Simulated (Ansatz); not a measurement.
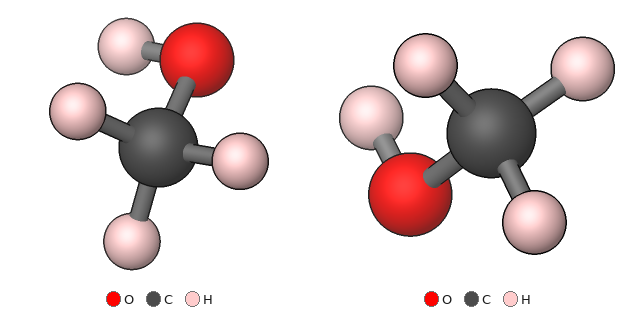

The same structure drawn twice, from different directions.

Description:

The molecule is CH₄O. The point group is Cs. Coordination: 1 O bent; 1 C tetrahedral.

The parts below concern this one geometry. Atoms keep their numbers from picture to picture. The geometry was computed by an optimisation with PBE0-D4/def2-TZVP.

## Dipole moment

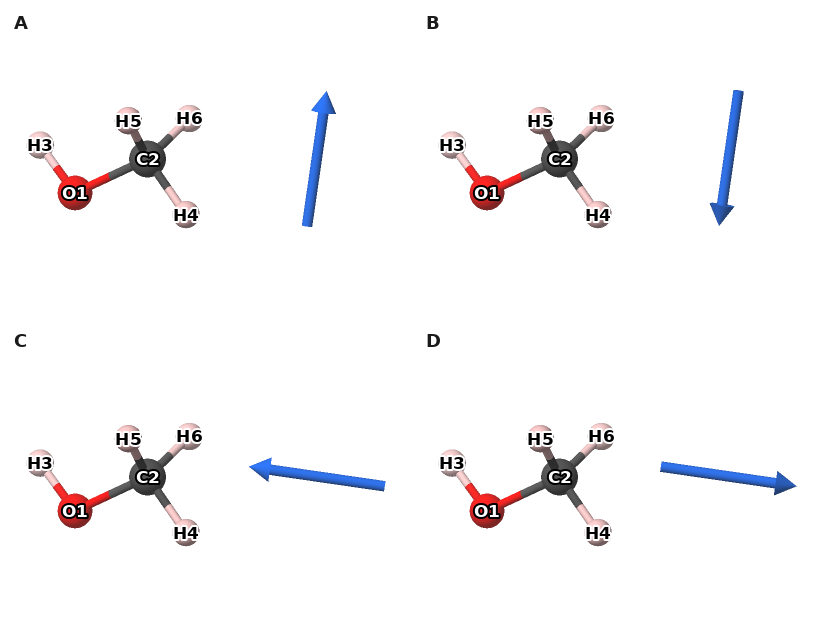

The same molecule four times, each with an arrow. Level of theory: RKS PBE0-D4/def2-TZVP (Ansatz 0.2.0).

**Which arrow points along the dipole moment, from the negative to the positive end?**

A. The dipole moment is 1.67 D; it points from the side of O1, H4 to the side of H5, H6 (the outermost atoms at the two ends).

## Electronic properties

Method: RKS PBE0-D4/def2-TZVPP (Ansatz 0.2.0).

**Give the LUMO energy (Kohn–Sham orbital) at this level.**

1.10 eV.

**What is the HOMO energy (Kohn–Sham orbital)?**

−7.89 eV.

## Vibrations

Harmonic vibrations computed with RKS PBE0-D4/def2-TZVP (Ansatz 0.2.0) at a stationary point of the same level.

**How many vibrational modes are there, and where do they lie?**

12 modes: 308, 1064, 1108, 1174, 1374, 1477, 1490, 1505, 3005, 3057, 3131, 3879 cm⁻¹.
